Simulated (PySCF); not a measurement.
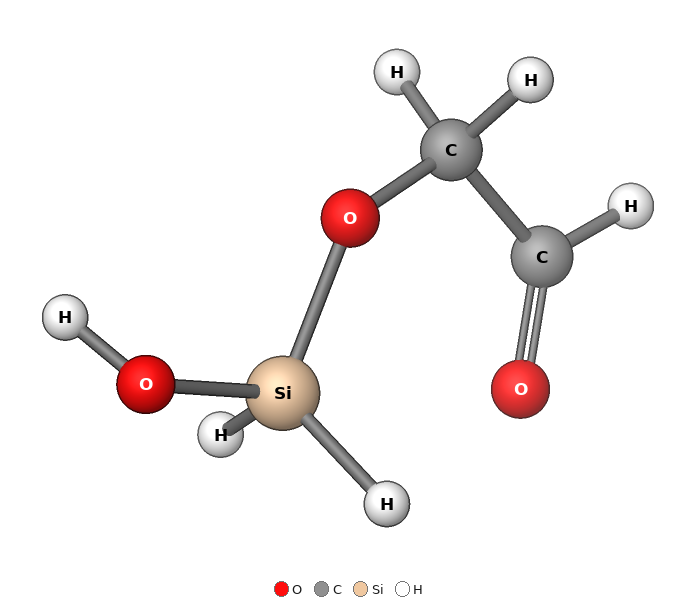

The picture shows a molecular structure as a ball-and-stick model.

> Which formula does it have?

C₂H₆O₃Si, 12 atoms: 2 carbon, 6 hydrogen, 3 oxygen and 1 silicon.

> What is the point group of this geometry?

C1.

> How many bonds of each kind are drawn?

3 C–H, 2 C–O, 2 O–Si, 2 Si–H, 1 C–C, 1 O–H.

> Does it have rings?

It has no ring.

More results for the same structure follow; atom numbers are the same in all pictures, views and colours differ. Computed geometry: PBE0-D3(BJ)/def2-SVP optimisation. No frequency run is at hand to confirm it as a minimum.

**Dipole moment**

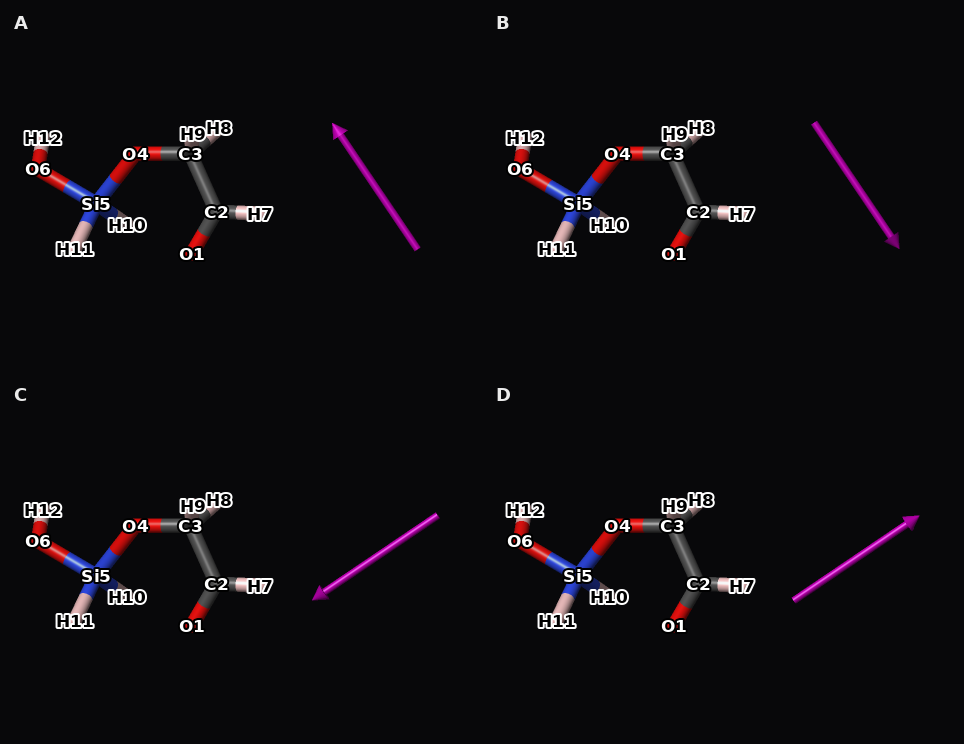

The same molecule four times, each with an arrow. No frequency run is at hand to confirm it as a minimum. Method: PBE0/aug-cc-pVDZ, gas phase (PySCF 2.14.0).

> Which arrow points along the dipole moment, from the negative to the positive end?

D. The dipole moment is 3.76 D; it points from the side of H11 to the side of H8 (the outermost atoms at the two ends).

**Core levels**

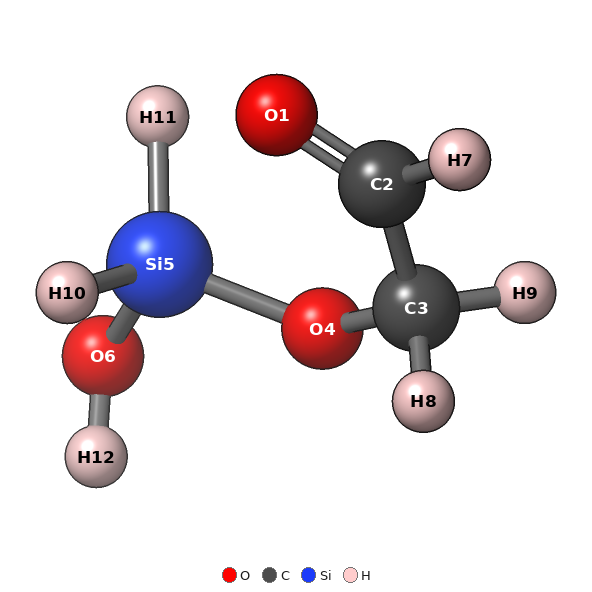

No frequency run is at hand to confirm it as a minimum. Level of theory: delta-SCF UKS PBE, pcX-2 on the ionised atom, pcseg-1 elsewhere, spin-free X2C (PySCF 2.14.0).

Give the core-electron binding energies (to vacuum; p and d levels without spin–orbit splitting) of O1 1s, C2 1s, C3 1s, O4 1s, Si5 1s, Si5 2p, O6 1s.

```tsv
atom	level	binding energy (eV)
O1	1s	537.8
C2	1s	292.9
C3	1s	292.1
O4	1s	537.4
Si5	1s	1844.3
Si5	2p	107.0
O6	1s	537.3
```

**Polarisability**

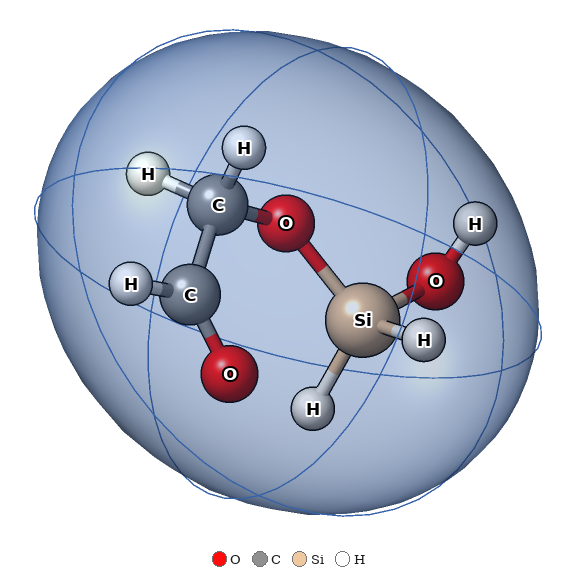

The ellipsoid shows the static dipole polarisability: its half-axes are proportional to the principal values. No frequency run is at hand to confirm it as a minimum. Computed with PBE0/def2-TZVPD (PySCF 2.14.0).

> Give the principal values, the mean and the anisotropy.

Principal values 51.2, 61.0, 74.3 bohr³; mean 62.2 bohr³ (9.21 Å³); anisotropy 20.1 bohr³, so the longest axis is 1.45 times the shortest.
